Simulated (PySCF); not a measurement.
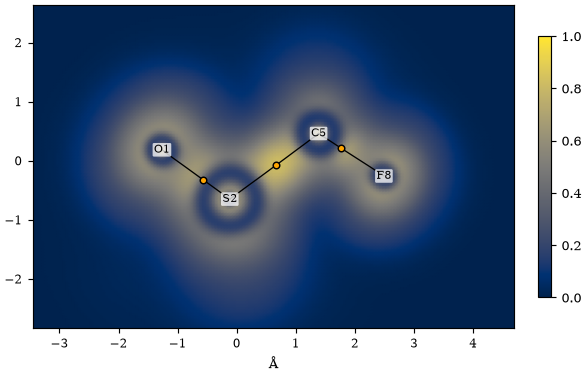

Figure. CHF3O3S, SMILES `O=S(=O)(O)C(F)(F)F`. Localised orbital locator (LOL) in the plane of O1, S2, C5 and F8, with bond paths and bond critical points (dots).

PySCF calculation, B3LYP/6-311G**, gas phase; geometry: GFN2-xTB. No frequency check shows the geometry to be a minimum. GFN2-xTB bond lengths at metals and heavier atoms can be off by up to 0.1 Å and shapes distorted, which carries into these values.

Input script:

```python
import numpy as np
from pyscf import gto, scf, dft
from pyscf.scf import atom_ks, atom_hf
from scipy.linalg import block_diag

def solve(mol, dm0=None, hcore=None):
    mf = (dft.UKS if mol.spin else dft.RKS)(mol, xc='b3lyp')
    mf.grids.level = 3
    mf = mf.density_fit(auxbasis='def2-universal-jkfit')
    mf.conv_tol, mf.max_cycle = 1e-8, 80
    if hcore is not None:
        mf.get_hcore = lambda *args: hcore
    mf.kernel(dm0)
    if not mf.converged:
        mf = mf.newton().run(mf.mo_coeff, mf.mo_occ, max_cycle=30)
    assert mf.converged, 'SCF not converged'
    return mf

mol = gto.M(atom='''
O      1.27617     0.03230    -1.39486
S      0.86467     0.14879    -0.04137
O      1.24291     1.25040     0.75528
O      1.19105    -1.20178     0.71670
C     -0.99767     0.01083    -0.00449
F     -1.32764    -1.14870    -0.56659
F     -1.56465     0.99536    -0.68015
F     -1.43660     0.02187     1.24223
H      1.43033    -1.90977     0.11243
''', basis='6-311g**', charge=0, spin=0, verbose=4)
mf = solve(mol)
mf.analyze()
# spherically averaged free atoms, for the promolecule
atm = atom_ks.get_atm_nrks(mol, xc='b3lyp')
pro = block_diag(*[(atm[a[0]][2] * atm[a[0]][3]) @ atm[a[0]][2].T for a in mol._atom])
np.savez('result.npz', e=mf.e_tot, c=mf.mo_coeff, occ=mf.mo_occ, eps=mf.mo_energy, pro=pro, dip=mf.dip_moment(verbose=0), s2=mf.spin_square()[0])
```

Command:

```sh
OMP_NUM_THREADS=1 python input.py
```

The run took 12 s on 1 thread of Intel(R) Xeon(R) 6975P-C (Granite Rapids), on a shared host, peak memory 0.64 GiB.

Partitions, critical points and surface values were worked out afterwards from this run's density.

Q: What values does LOL take at the bond critical points in this plane?

A: S2–C5: about 0.82; C5–F8: about 0.50; O1–S2: about 0.37. Values above 0.5 mark slow, localised electrons, as in shared pairs; low values at a critical point mark a polar or closed-shell contact whose critical point lies between the shells.

Q: Where along C5–F8 does the critical point lie?

A: 0.45 Å from C5 and 0.87 Å from F8.
